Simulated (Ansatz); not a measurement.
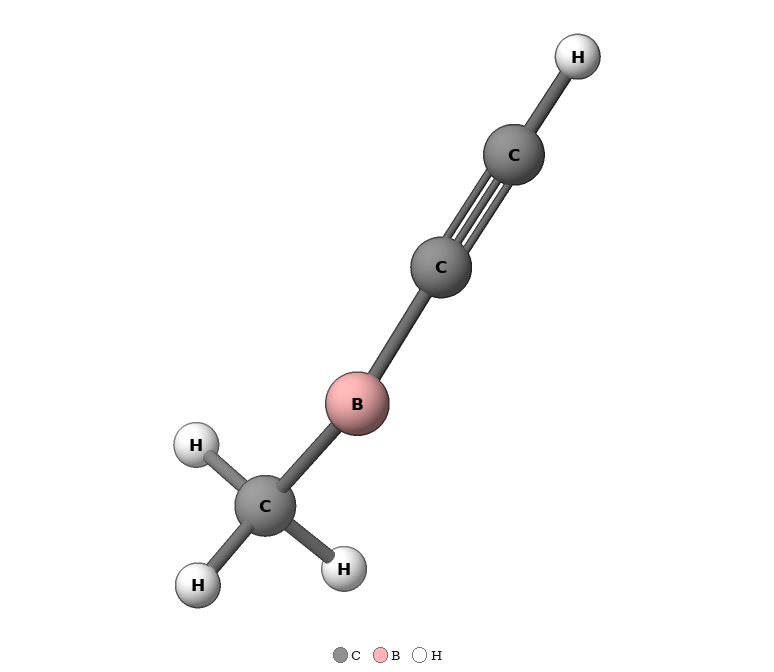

Double and triple bonds are drawn as two and three sticks.

State: neutral, doublet. The geometry was computed by an optimisation with PBE0-D4/def2-TZVP.

**Which formula does it have?**

C3H4B, 8 atoms: 3 carbon, 4 hydrogen and 1 boron.

**How many bonds of each kind are drawn?**

4 C–H, 2 C–B, 1 C–C.

More results for the same structure follow; atom numbers are the same in all pictures, views and colours differ.

### Vibrations

Harmonic vibrations computed with UKS PBE0-D4/def2-TZVP (Ansatz 0.2.0) at a stationary point of the same level.

**List the wavenumbers.**

18 modes: 91, 156, 271, 418, 454, 626, 735, 791, 882, 1250, 1340, 1414, 1449, 2034, 3014, 3078, 3125, 3464 cm⁻¹.

### Dipole moment

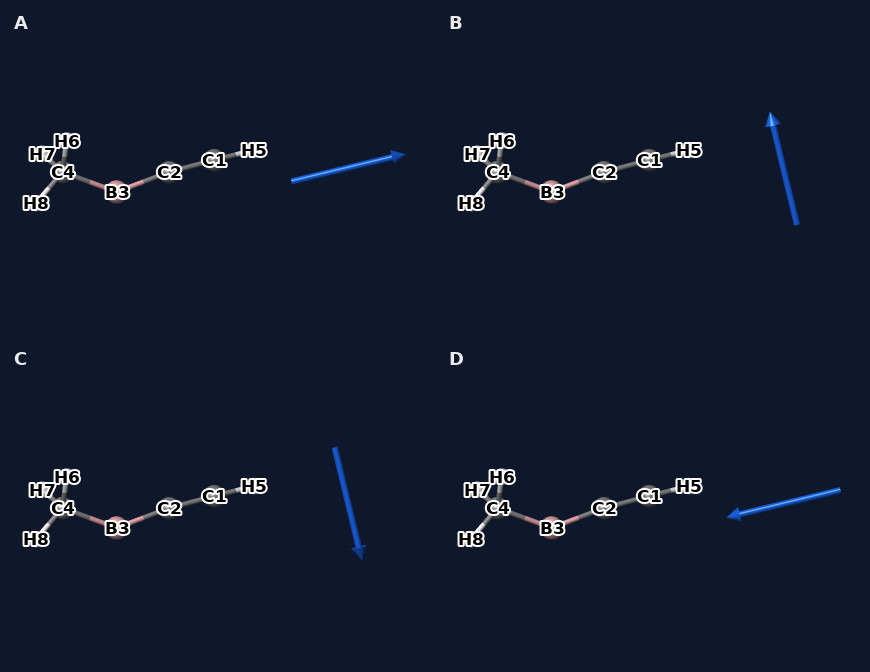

The same molecule four times, each with an arrow. Level of theory: UKS PBE0-D4/def2-TZVP (Ansatz 0.2.0).

**Which arrow points along the dipole moment, from the negative to the positive end?**

B. The dipole moment is 0.85 D; it points from the side of C1, C2, B3, H5 to the side of H6 (the outermost atoms at the two ends).

### Thermal motion

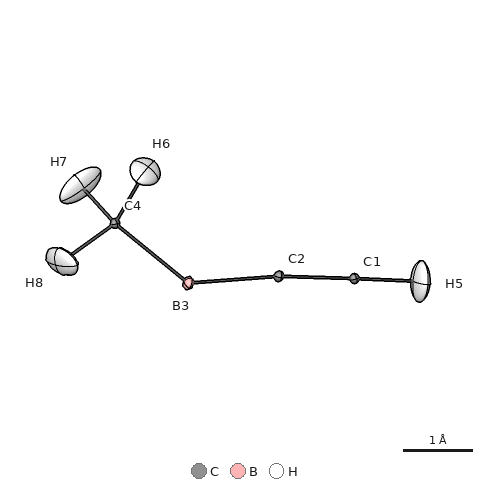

Displacement ellipsoids at the 50 % level, from the internal vibrations of the free molecule (harmonic, no overall translation or rotation; no half-axis is drawn under 0.075 Å). Vibrations computed with UKS PBE0-D4/def2-TZVP (Ansatz 0.2.0). Temperature: 0 K (zero-point motion alone).

**Which atom moves most?**

H7, with U_eq = 0.0270 Å².

**Does H7 move more along its bond or across it?**

Across it: the root-mean-square amplitude is 0.078 Å along the bond and up to 0.240 Å across, since bending and torsion are softer than stretching.

List U_eq and the three principal root-mean-square amplitudes for each kind of atom.

```json
{"atom": "C1", "U_eq (Å²)": "0.0017", "rms amplitudes (Å)": "0.029, 0.041, 0.049"}
{"atom": "C2", "U_eq (Å²)": "0.0024", "rms amplitudes (Å)": "0.029, 0.053, 0.060"}
{"atom": "B3", "U_eq (Å²)": "0.0034", "rms amplitudes (Å)": "0.031, 0.064, 0.072"}
{"atom": "C4", "U_eq (Å²)": "0.0014", "rms amplitudes (Å)": "0.029, 0.036, 0.046"}
{"atom": "H5", "U_eq (Å²)": "0.0243", "rms amplitudes (Å)": "0.075, 0.168, 0.198"}
{"atom": "H6", "U_eq (Å²)": "0.0197", "rms amplitudes (Å)": "0.075, 0.148, 0.178"}
{"atom": "H7", "U_eq (Å²)": "0.0270", "rms amplitudes (Å)": "0.073, 0.134, 0.240"}
{"atom": "H8", "U_eq (Å²)": "0.0263", "rms amplitudes (Å)": "0.082, 0.140, 0.230"}
```
